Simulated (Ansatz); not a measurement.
## Two runs on CH3Cl2Si

System: CH3Cl2Si, multiplicity 2, SMILES [CH2][SiH](Cl)Cl.
Method of run A: UKS SPW92/def2-TZVPP (Ansatz 0.2.0).

The geometry comes from this level: PBE0-D4/def2-TZVP. Text and figures count atoms from 1; the logs count them from 0 in places.

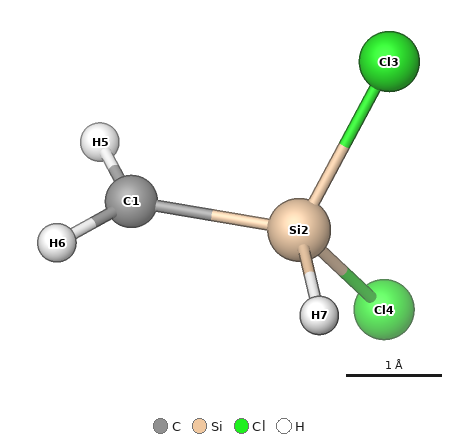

Figure 1. The input geometry (ball-and-stick view, seen at a tilt; atoms are numbered from 1 in the order of the input). Bond lengths as drawn: Cl–Si 2.05 Å, C–H 1.08 to 1.09 Å, C–Si 1.82 Å and H–Si 1.48 Å.

**Input file, run A**
```yaml
crystal:
  periodic: [false, false, false]
  atoms:
    - {symbol: C, position_ang: [-0.692679, 0.892604, 0.197540]}
    - {symbol: Si, position_ang: [0.466267, -0.499479, -0.003851]}
    - {symbol: Cl, position_ang: [1.593750, -0.235361, -1.694270]}
    - {symbol: Cl, position_ang: [-0.574012, -2.252454, -0.209196]}
    - {symbol: H, position_ang: [-1.447700, 1.127160, -0.545473]}
    - {symbol: H, position_ang: [-0.668791, 1.540598, 1.067501]}
    - {symbol: H, position_ang: [1.384464, -0.640969, 1.142050]}
basis:
  gaussian: {orbitals: def2-TZVPP}
magnetization: {spin_polarized: true, initial_magnetization: 1}
hamiltonian: {xc: lda}
output: {orbitals: {seedname: orbitals}}
```

Hardware: 4 CPU threads, shared host.

**Output (run A)**
```
Functional definition: SPW92
  exchange = slater_x
  correlation = pw_c
1233 factors; their error is unknown
mean field evaluation 1: about -33870.0513 eV, gradient 5.6e1 eV
mean field evaluation 2: about -33776.7387 eV, gradient 1.1e2 eV
mean field evaluation 4: about -33888.2246 eV, gradient 1.0e1 eV
mean field evaluation 8: about -33888.6950 eV, gradient 8.2e-2 eV
mean field evaluation 16: about -33888.6563 eV, gradient 6.0e-4 eV
mean field -33888.65631893 eV, -1245.3851491645 hartree, gradient 3.4e-5 eV, S^2 0.752253; 0 other end points of the search recorded, 0 dependent functions left out
reference -33888.65635483 eV, -1245.3851504839 hartree; 29, 28 occupied and 170, 171 virtual orbitals, 1233 factors
Total energy: -33888.65635483 eV, -1245.3851504839 hartree
```

For run B the input was changed thus:
```diff
-hamiltonian: {xc: lda}
+hamiltonian: {xc: {name: wB97X-V}}
```

How does run B compare with run A?

The total energies belong to different methods, so their difference says nothing on which is more stable or more accurate. The HOMO goes from −6.27 to −9.94 eV. The LUMO goes from −4.82 to −1.02 eV.

**Output (run B)**
```
Functional definition: wB97X-V
  parameter omega = 0.3/bohr
  parameter cx = 0.167
  parameter cx1 = 0.603
  parameter cx2 = 1.194
  parameter css0 = 0.556
  parameter css1 = -0.257
  parameter cos0 = 1.219
  parameter cos1 = -1.850
  parameter b = 6.0
  parameter c = 0.01
  exchange = spin_sum(e_x_unif_sr(omega)*poly(b97_u_x, 1 - cx, cx1, cx2)) + cx*exact_x_sr(omega) + exact_x_lr(omega)
  correlation = spin_sum(e_c_pw_same_spin*poly(b97_u_same, css0, css1))
      + integral(e_c_pw_opposite_spin*poly(b97_u_opposite, cos0, cos1)) + vv10(b, c)
1268 factors; their error is unknown
236 factors; integrals over basis functions are off by at most 2.6e-5 eV
mean field evaluation 1: about -34004.5278 eV, gradient 1.9e1 eV
mean field evaluation 2: about -34005.6817 eV, gradient 1.2e1 eV
mean field evaluation 4: about -34006.3678 eV, gradient 5.5e-1 eV
mean field evaluation 8: about -34006.4168 eV, gradient 2.0e-1 eV
mean field evaluation 16: about -34006.4169 eV, gradient 7.4e-5 eV
mean field -34006.41694656 eV, -1249.7127724088 hartree, gradient 7.4e-5 eV, S^2 0.753075; 0 other end points of the search recorded, 0 dependent functions left out
reference -34006.41694494 eV, -1249.7127723492 hartree; 29, 28 occupied and 170, 171 virtual orbitals, 1268 factors
Total energy: -34006.41694494 eV, -1249.7127723492 hartree
```

**The two runs side by side**

| quantity | run A | run B |
| --- | --- | --- |
| outcome | converged | converged |
| total energy (hartree) | −1245.385150 | −1249.712772 |
| HOMO (eV) | −6.27 | −9.94 |
| LUMO (eV) | −4.82 | −1.02 |
| ⟨S²⟩ | 0.752 | 0.753 |
| basis functions | 199 | 199 |
| wall time (shared host) | 6.1 s | 21 s |
